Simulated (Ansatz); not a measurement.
# H3O (charge +1): rigid scan of one bond length

How does the energy of H3O (charge +1) change as one bond is stretched? A script is to give a rigid scan of one bond length; the system is H3O (charge +1). SMILES: [OH3+].

Program: the Python package of Ansatz 0.2.0. Level of theory: PBE0/def2-SVP. These are calculated values, not measurements.

## (1) The structure

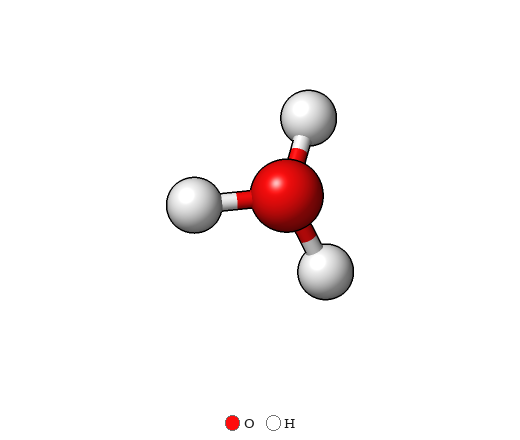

The structure that the script starts from, seen from a chosen angle (oxygen red, hydrogen white).

No structure file is read: the coordinates are typed or built in the script.

## (2) Script

scan_h3o.py reads:

```python
"""Potential curve of H3O(+) along one bond."""

import ansatz
import matplotlib.pyplot as plt
import numpy as np


def main() -> None:
    geometry_ang = [
        ("O", [0.19605, -0.06102, -0.0569]),
        ("H", [0.21423, 0.91944, 0.01647]),
        ("H", [-0.41341, -0.36662, -0.76568]),
        ("H", [0.00313, -0.4918, 0.80612]),
    ]
    system = ansatz.Crystal.molecule()
    for symbol, xyz in geometry_ang:
        system = system.atom(symbol, xyz)

    symbols = [site.symbol for site in system.cartesian_sites]
    start = np.array([site.position_ang for site in system.cartesian_sites])
    axis = (start[1] - start[0]) / np.linalg.norm(start[1] - start[0])
    moving = [1]
    lengths, energies = [0.865, 0.905, 0.944, 0.983, 1.023, 1.062, 1.101, 1.16], []
    for length in lengths:
        xyz = start.copy()
        xyz[moving] += (length - np.linalg.norm(start[1] - start[0])) * axis
        point = ansatz.Crystal.molecule()
        for symbol, place in zip(symbols, xyz):
            point = point.atom(symbol, place.tolist())
        base = point.calculation()
        base = base.basis(gaussian="def2-SVP")
        base = base.functional("pbe0").charge(1)
        report = base.run(threads=1).report
        energies.append(report["free_energy_ev"])
        print(f"r = {length:6.3f} A  E = {energies[-1]:.5f} eV  <S^2> = {abs(report['mean_field']['state']['spin_squared']):.3f}")

    # quartic fit about the minimum
    fit = np.polynomial.Polynomial.fit(lengths, np.array(energies) - min(energies), 4).convert()
    roots = [r.real for r in fit.deriv().roots() if abs(r.imag) < 1e-9 and fit.deriv(2)(r.real) > 0]
    r_e = min(roots, key=lambda r: abs(r - lengths[int(np.argmin(energies))]))
    print(f"minimum of the fit at {r_e:.4f} A, force constant {fit.deriv(2)(r_e):.2f} eV/A^2")
    plt.figure(figsize=(4.5, 3))
    plt.plot(lengths, np.array(energies) - min(energies), "o-")
    plt.xlabel("bond length (A)")
    plt.ylabel("E - E(min) (eV)")
    plt.tight_layout()
    plt.savefig("scan.png", dpi=100)


if __name__ == "__main__":
    main()
```

## (3) The input behind the calls

The package turns the script's settings into the engine's input (first run):

```yaml
crystal:
  periodic: [false, false, false]
  atoms:
    - { symbol: O, position_ang: [0.19605, -0.06102, -0.0569] }
    - { symbol: H, position_ang: [0.2120416498866205, 0.8014207617071472, 0.007638358205794615] }
    - { symbol: H, position_ang: [-0.41341, -0.36662, -0.76568] }
    - { symbol: H, position_ang: [0.00313, -0.4918, 0.80612] }
basis:
  gaussian:
    orbitals: def2-SVP
hamiltonian:
  xc: pbe0
total_charge: 1.0
```

## (4) The run

Started as:

```sh
$ python scan_h3o.py
```

The log of the run:

```text
r =  0.865 A  E = -2082.93708 eV  <S^2> = 0.000
r =  0.905 A  E = -2083.19853 eV  <S^2> = 0.000
r =  0.944 A  E = -2083.32970 eV  <S^2> = 0.000
r =  0.983 A  E = -2083.36705 eV  <S^2> = 0.000
r =  1.023 A  E = -2083.33089 eV  <S^2> = 0.000
r =  1.062 A  E = -2083.24061 eV  <S^2> = 0.000
r =  1.101 A  E = -2083.10959 eV  <S^2> = 0.000
r =  1.160 A  E = -2082.85682 eV  <S^2> = 0.000
minimum of the fit at 0.9818 A, force constant 47.69 eV/A^2
```

It took 1.7 s on 1 thread of Intel Xeon 6975P-C (Granite Rapids), shared host; peak memory 0.19 GiB.

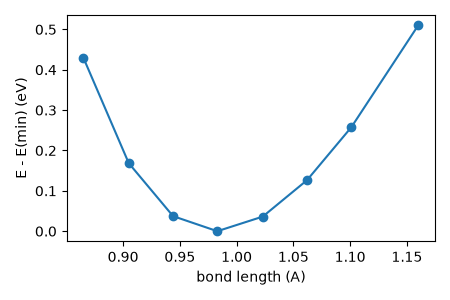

The script's own figure, scan.png.

## (5) Inputs of later runs

The engine's inputs for some of the other runs:

Run 2, against run 1:

```diff
@@ -5 +5 @@
-    - { symbol: H, position_ang: [0.2120416498866205, 0.8014207617071472, 0.007638358205794615] }
+    - { symbol: H, position_ang: [0.21278114814727347, 0.841302415427709, 0.010622790955195525] }
```

Run 5, against run 1:

```diff
@@ -5 +5 @@
-    - { symbol: H, position_ang: [0.2120416498866205, 0.8014207617071472, 0.007638358205794615] }
+    - { symbol: H, position_ang: [0.21496266801619973, 0.9589532939033659, 0.01942686756592819] }
```

Run 6, against run 1:

```diff
@@ -5 +5 @@
-    - { symbol: H, position_ang: [0.2120416498866205, 0.8014207617071472, 0.007638358205794615] }
+    - { symbol: H, position_ang: [0.2156836788203364, 0.9978379062809137, 0.022336689496594085] }
```

Lines on the test bed's own set-up are left out of the output.

## (6) The engine's runs

From the records of these 8 runs:

| run | distance (Å) | energy from run 4 (eV) | SCF cycles | CPU time (s) |
| --- | --- | --- | --- | --- |
| 1 | 0.86 | 0.4300 | 12 | 0.11 |
| 2 | 0.91 | 0.1685 | 12 | 0.11 |
| 3 | 0.94 | 0.0373 | 12 | 0.11 |
| 4 | 0.98 | 0.0000 | 12 | 0.11 |
| 5 | 1.02 | 0.0362 | 14 | 0.12 |
| 6 | 1.06 | 0.1264 | 12 | 0.11 |
| 7 | 1.10 | 0.2575 | 12 | 0.11 |
| 8 | 1.16 | 0.5102 | 12 | 0.11 |

## (7) Summary of results

```
                        quantity     value
bond length at the fit's minimum  0.9818 Å
                   runs compared         8
                 range of energy  0.510 eV
      lowest point, distance (Å)      0.98
```

What this shows: The lowest point, at 0.98, lies inside the range. The ends stand 0.43 and 0.51 eV above it. The distance scanned is the script's pair 0, 1. The rest of the molecule is held rigid at a force-field or estimated start geometry, and the basis set is modest; single-reference methods fail as a bond breaks. The orbitals are restricted, so S² is zero by construction.
